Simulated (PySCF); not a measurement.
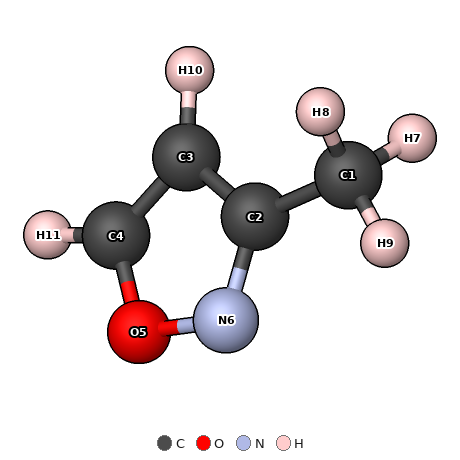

C₄H₅NO (3-methylisoxazole), SMILES Cc1ccon1. Simulated ¹H spectrum at 500 MHz, line width 0.6 Hz, from GIAO shifts (PBE0/pcSseg-1, against TMS) and couplings (B3LYP/pcJ-1), PySCF, at a PBE0-D3(BJ)/def2-SVP geometry (no frequency check). Gas phase, values of one conformer, averaged over methyl-type rotors and exact or near symmetry; couplings among ¹H are treated exactly, other nuclei are left out. The spin-dipole term of J is left out for all pairs. The upper panels enlarge each group of lines, each scaled alone.

**Give the shifts and couplings that make up the spectrum.**

```csv
δ (ppm),nuclei,atoms
8.27,1,H11
6.22,1,H10
2.39,3,"H7, H8, H9"
```


| pair | J (Hz) |
| --- | --- |
| H11–H10 | 2.0 |
| H11 – H7/H8/H9 | 0.6 |

Not listed: couplings under 0.5 Hz, those between magnetically equivalent nuclei.

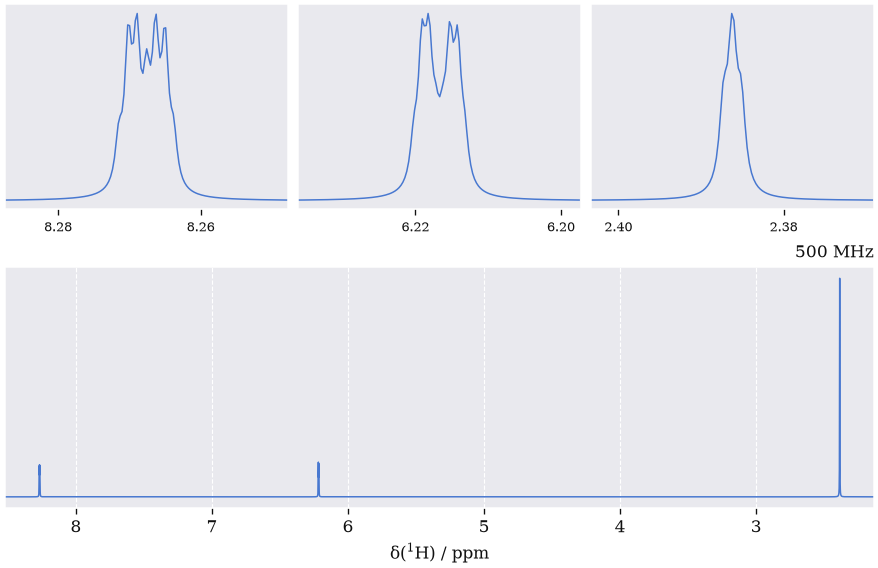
